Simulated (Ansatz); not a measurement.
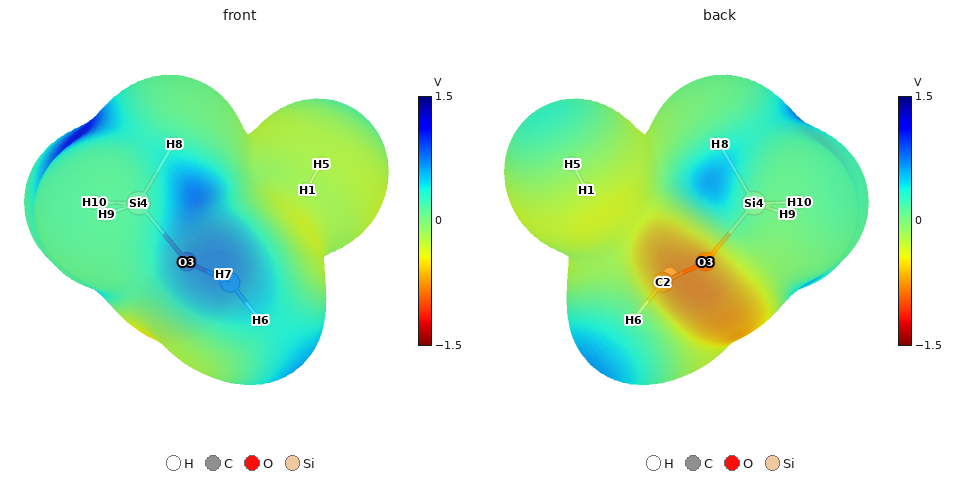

Figure. H2···CH5OSi (doublet). The molecular electrostatic potential painted on the density surface at 0.001 e/bohr³, seen from the front and from behind; red is negative and blue positive.

The product side of a reaction path; geometry: PBE0-D4/def2-TZVP.

These are results of UKS PBE0-D4/def2-TZVPP in Ansatz, not measurements.

The calculation's input:

```
crystal:
  periodic: [false, false, false]
  atoms:
    - {symbol: H, position_ang: [-0.930232, 1.513101, -1.691754]}
    - {symbol: C, position_ang: [0.583076, -0.835322, -1.015632]}
    - {symbol: O, position_ang: [-0.277924, -0.891850, 0.022588]}
    - {symbol: Si, position_ang: [-0.019605, -0.132902, 1.474451]}
    - {symbol: H, position_ang: [-1.393732, 2.097869, -1.736717]}
    - {symbol: H, position_ang: [0.260083, -1.343445, -1.913526]}
    - {symbol: H, position_ang: [1.632338, -0.635030, -0.822108]}
    - {symbol: H, position_ang: [-0.088155, 1.341321, 1.310642]}
    - {symbol: H, position_ang: [1.323509, -0.499913, 1.997247]}
    - {symbol: H, position_ang: [-1.089457, -0.613731, 2.374807]}
basis:
  gaussian: {orbitals: def2-TZVPP}
magnetization: {spin_polarized: true, initial_magnetization: 1}
hamiltonian: {xc: pbe0, dispersion: d4}
output: {orbitals: {seedname: orbitals}}
```

Run with:

```sh
ansatz run in.yaml --threads 4 --pin off --events-out ev --progress --plain --max-ram 9574MiB
```

Q: Which sites attract a positive test charge, and which a negative one?

A: A positive charge is drawn to the negative regions and a negative charge to the positive ones. The most negative region (about −0.8 V) lies over O3, the most positive (about +1.2 V) over Si4.
